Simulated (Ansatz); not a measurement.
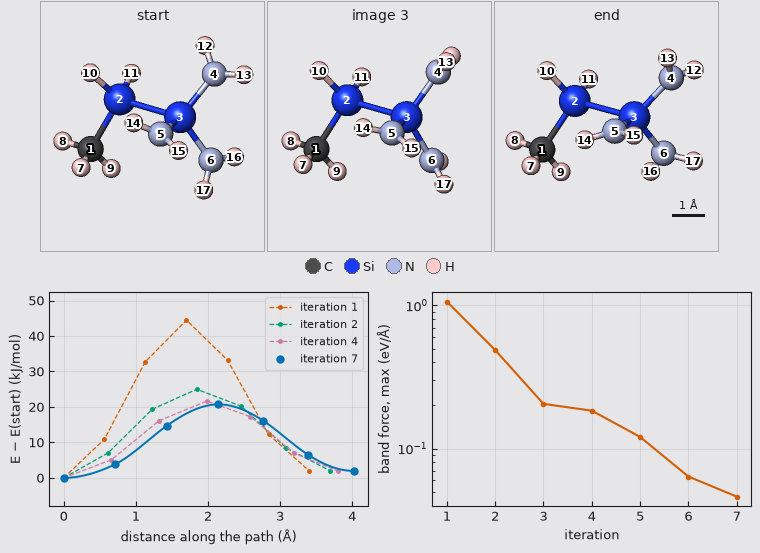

A nudged-elastic-band calculation for CH$_{11}$N$_{3}$Si$_{2}$. Images are numbered from 0 (start) to 6 (end). The plot follows the band through its iterations. Style: ball-and-stick. Shown from a free direction.

Level of theory: RKS PBE0/6-31G in Ansatz 0.2.0. Set-up: 5 movable images; climbing image; force threshold 0.05 eV/Å; iteration limit 49; starting path by image-dependent pair potential.

How did the profile develop, and is the result final?

Answer. The run is converged, with reservations. The band converged in 7 iterations. The largest component of the band force went from 1.1 to 0.046 eV/Å. The climbing image converged on the top of the path. Its vibrational analysis gives 2 imaginary modes over 30i cm⁻¹, so it isn't confirmed as a transition state. The first iteration put the highest image at 44.5 kJ/mol. The highest point, image 3, lies 20.7 kJ/mol above the start and 18.8 kJ/mol above the end; the end is at +2.0 kJ/mol relative to the start.
